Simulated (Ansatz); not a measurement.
# BH$_{3}$O···SiH$_{4}$: what the fields show

Input file:

```
crystal:
  periodic: [false, false, false]
  atoms:
    - { symbol: B, position_ang: [-0.008047, -0.35363, 0.101349] }
    - { symbol: O, position_ang: [-0.107905, -0.94172, 1.341483] }
    - { symbol: H, position_ang: [-1.00579, -0.930565, 1.696809] }
    - { symbol: H, position_ang: [1.085034, -0.357345, -0.405717] }
    - { symbol: H, position_ang: [-0.979296, 0.098925, -0.464021] }
    - { symbol: Si, position_ang: [0.127369, 2.644372, 1.083125] }
    - { symbol: H, position_ang: [0.850836, 3.52379, 2.046183] }
    - { symbol: H, position_ang: [0.821621, 2.676114, -0.234793] }
    - { symbol: H, position_ang: [-1.272131, 3.132201, 0.917646] }
    - { symbol: H, position_ang: [0.100609, 1.262558, 1.590634] }
basis:
  gaussian: { orbitals: def2-SVP }
hamiltonian:
  xc: b3lyp
relax:
  f_tol: 0.03
  max_steps: 50
output:
  orbitals: {}
```

Run with:

```sh
ansatz run input.yaml --threads 2 --pin off --max-ram 3072MiB --backend cpu --events-out ev --progress --plain --runs-dir out
```

The fields are those of the run's last geometry, not of the input's.

Computed with RKS B3LYP/def2-SVP (Ansatz 0.2.0).

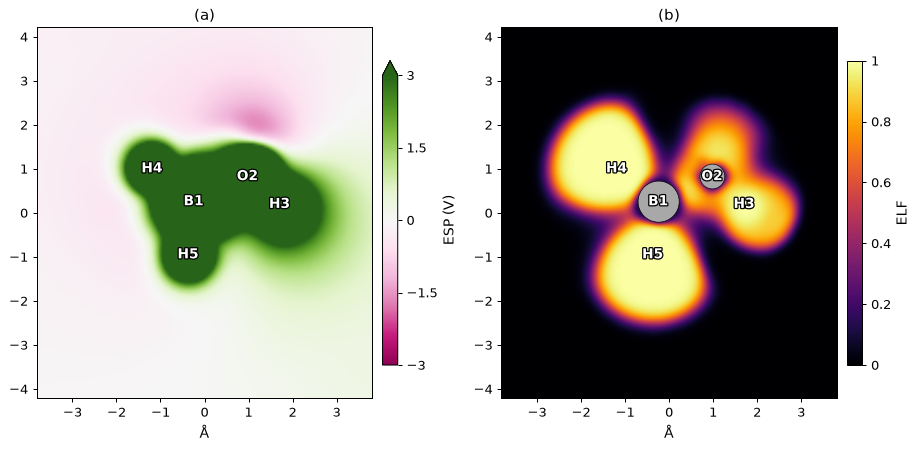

Figure 1. (a) molecular electrostatic potential; (b) electron localisation function on the plane of atoms O2, B1 and H4. Grey discs cover the atomic cores in the ELF map.

**What do the fields say about this system?**

The section cuts through B, O and H sites. B–O (1.35 Å): the ELF peaks at about 0.90 between the atoms; a short, strongly polar bond. O–H (0.97 Å): the ELF climbs to about 1 towards the hydrogen, as it does in any bond to H; an ordinary covalent bond to hydrogen. B–H (1.21 Å): the ELF climbs to about 1 towards the hydrogen (an ordinary covalent bond to hydrogen). The ELF also peaks beside O2, away from the bonds: lone-pair regions. Outside the dense part of the complex the potential is most negative (−1.6 V) near O2.

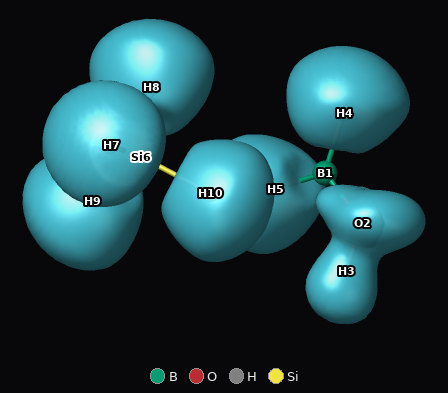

Figure 2. Isosurface of the ELF at 0.75 (cyan), seen at a tilt. Only the valence region is drawn (cores and ρ < 0.01 e/Å³ removed).

**Where are the electrons localised?**

At this value the surface marks out six regions around hydrogen nuclei and one joined region spread over several atoms (H, O), in which their bonds and any lone pairs are merged. Along the contacts the grid gives the following. Si6···B1 (4.18 Å): the ELF dips to about 0 between them; a weak contact between the two molecules.

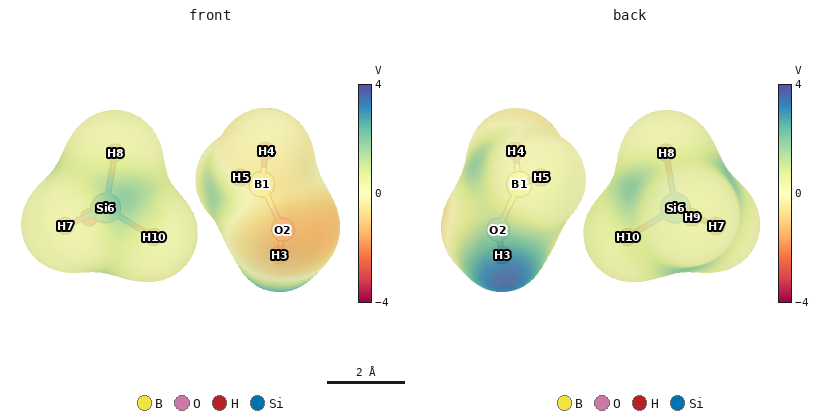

Figure 3. The molecular electrostatic potential painted on the density surface at 0.004 e/bohr³, seen from the front and from behind; red is negative and blue positive.

**Where is the surface potential most negative and most positive?**

The most negative region (about −1.4 V) lies over O2, the most positive (about +3.5 V) over H3. O2 is the likeliest acceptor of a hydrogen bond.
